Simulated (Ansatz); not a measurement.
**FGeH$_{3}$···H$_{2}$: density, localisation and related maps**

```xyz
7

Ge    0.6106    0.0000   -0.4534
F    -0.2171    0.0000    1.0699
H     2.1028    0.0000   -0.1324
H     0.1758    1.2680   -1.1827
H     0.1758   -1.2680   -1.1827
H    -3.3143    0.0000    2.3526
H    -2.6034    0.0000    2.1221
```

Computed with RHF/def2-SVP (Ansatz).

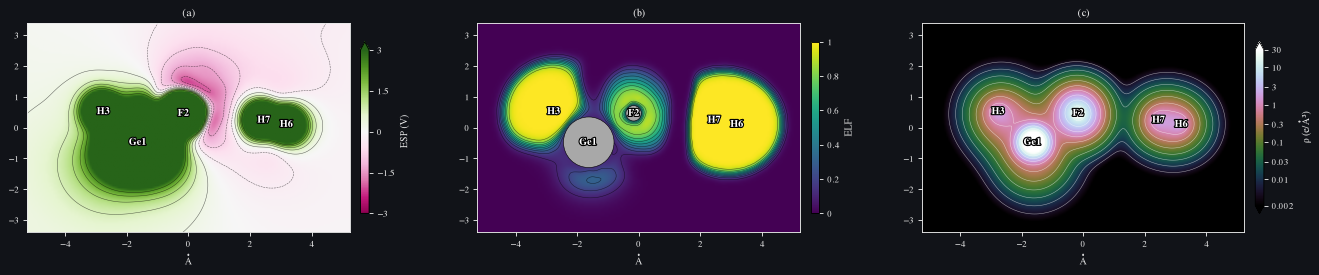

Figure 1. (a) molecular electrostatic potential; (b) electron localisation function; (c) electron density on the plane of atoms F2, Ge1 and H3. Grey discs cover the atomic cores in the ELF map.

> Read the bonding off the picture.

Atoms in the plane: Ge, F and H.
F2···H7 (2.61 Å): the density falls to about 0.03 e/Å³ on the way; the ELF dips to about 0 between them; a weak contact between the two molecules.
Ge–F (1.73 Å): the density is about 0.89 e/Å³ at the midpoint; the ELF peaks at about 0.85 in the valence shell of F, 0.6 Å from its nucleus, and is about 0.20 at the midpoint.
H–H (0.75 Å): ρ at the midpoint is about 1.7 e/Å³; the ELF is about 1 at the midpoint.
Ge–H (1.53 Å): ρ at the midpoint is about 1.1 e/Å³; the ELF climbs to about 1 towards the hydrogen.
The ELF also peaks beside F2, away from the bonds: lone-pair regions.
Outside the dense part of the complex the potential is most negative (−2.1 V) near F2.

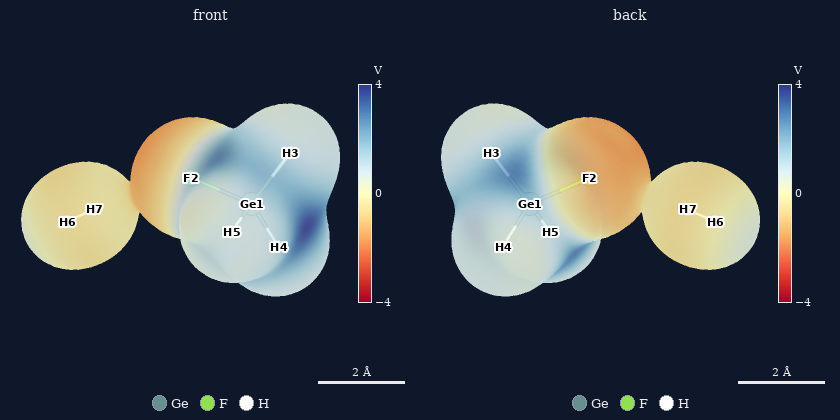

Figure 2. The molecular electrostatic potential painted on the density surface at 0.004 e/bohr³, seen from the front and from behind; red is negative and blue positive.

> Describe the electrostatic potential map.

The most negative region (about −1.7 V) lies over F2, the most positive (about +3.6 V) over Ge1.
